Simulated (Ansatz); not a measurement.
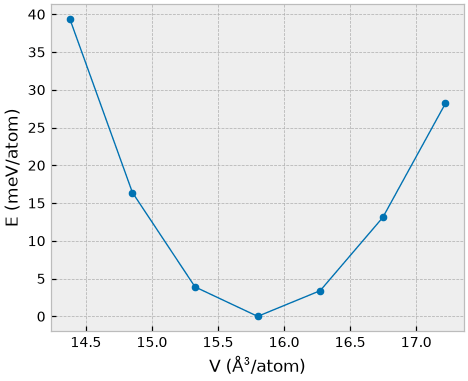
Fig. 1. Al (fcc (Cu type), space group No. 225) under volume change, LDA (plane waves, PAW; program Ansatz), scaled uniformly.

What does a third-order Birch–Murnaghan fit give for V₀, B₀ and B′?

V₀ = 15.80 Å³/atom, B₀ = 83.0 GPa, B′ = 4.5.

Space group Fm-3m (fcc (Cu type)). Symmetry was held in the LDA relaxation.

Potentials: the earlier of the program's two PAW sets. The files were generated under PBE; for other functionals the program regenerates the frozen cores, and for LDA and PBEsol the local potential too.
